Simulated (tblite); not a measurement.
Potential energy surface of H2S, triplet: collinear S-H-H surface. Scanned: S-H distance and H-H distance.

Cartesian coordinates as functions of the variables (Å; names that start with a are angles):
```
S  0  0  -r1
H  0  0  0
H  0  0  r2
```

Computed with GFN2-xTB, 300 K electronic temperature in tblite.

Energy in kcal/mol above the lowest grid point; x is the S-H distance (Å), y the H-H distance (Å).

```
y \ x   1.14  1.26  1.37  1.49  1.61  1.75  1.90  2.07  2.29  2.58  2.95  3.46  3.89
-----  -----  ----  ----  ----  ----  ----  ----  ----  ----  ----  ----  ----  ----
2.15    36.5  23.4  21.9  25.6  32.0  40.8  50.5  61.0  72.6  83.2  90.3  93.3  94.0
1.91    35.7  22.2  20.2  23.3  28.9  36.7  45.3  54.4  64.2  72.9  78.4  81.0  81.5
1.63    34.7  20.1  17.0  18.8  23.0  29.0  35.6  42.6  50.0  56.6  60.8  62.9  63.5
1.42    34.6  18.5  14.0  14.2  16.8  20.9  25.6  30.9  36.5  41.7  45.2  47.0  47.5
1.27    35.8  18.1  12.1  10.7  11.8  14.3  17.5  21.4  25.9  30.1  33.1  34.7  35.1
1.14    38.6  18.9  11.2   8.1   7.6   8.5  10.4  13.1  16.5  19.9  22.3  23.7  24.1
1.05    42.2  20.7  11.5   6.9   5.2   4.9   5.8   7.7  10.3  13.1  15.2  16.3  16.6
0.96    47.8  24.1  13.1   6.9   3.8   2.3   2.1   3.1   5.0   7.1   8.8   9.7   9.9
0.89    54.2  28.4  15.8   8.2   3.9   1.4   0.4   0.7   1.9   3.5   4.8   5.5   5.7
0.82    62.6  34.6  20.3  11.2   5.7   2.1   0.4   0.0   0.6   1.6   2.6   3.1   3.2
0.76    72.0  41.9  26.1  15.6   9.1   4.6   2.1   1.1   1.1   1.7   2.3   2.7   2.8
0.70    84.4  52.0  34.4  22.5  14.9   9.4   6.2   4.6   4.0   4.1   4.5   4.7   4.8
0.63   104.8  69.4  49.5  35.7  26.6  19.9  15.8  13.4  12.2  11.8  11.9  12.0  12.1
```

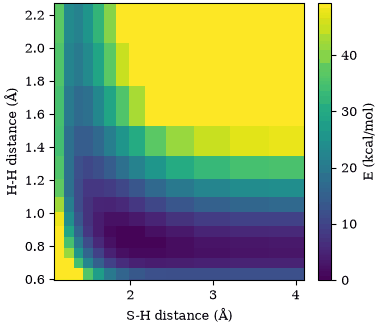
Energy surface, cut off at 49 kcal/mol.

Points that lie below all their neighbours on the grid: x = 2.07, y = 0.82 (0.0 kcal/mol).
